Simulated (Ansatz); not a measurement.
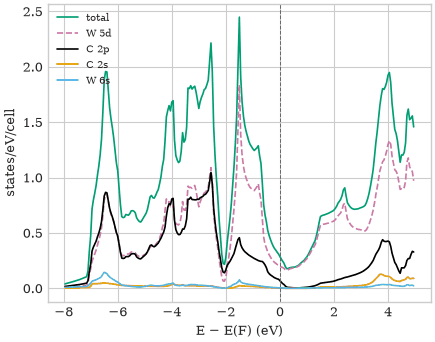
Fig. 1. Total and projected density of states of WC in space group P-6m2 (No. 187; W on 1a, C on 1f), PBE in the plane-wave PAW code Ansatz

Question: Which orbitals carry the states next to the Fermi level?

Answer: Within 0.5 eV of the Fermi level: W 5d 71 %, C 2p 22 %. Projections are on Löwdin-orthogonalised atomic valence shells; empty p or d shells of many metals are not among them.

Question: Where is the tallest occupied peak in this window, and what makes it?

Answer: Near -1.5 eV, about 2.4 states/eV per cell; the largest projected share is W 5d.

The PBE relaxation kept the symmetry of its start. The run is not spin-polarised. Scalar-relativistic: spin–orbit coupling is off unless named, which matters more the heavier the elements.

Potentials: the earlier of the program's two PAW sets.
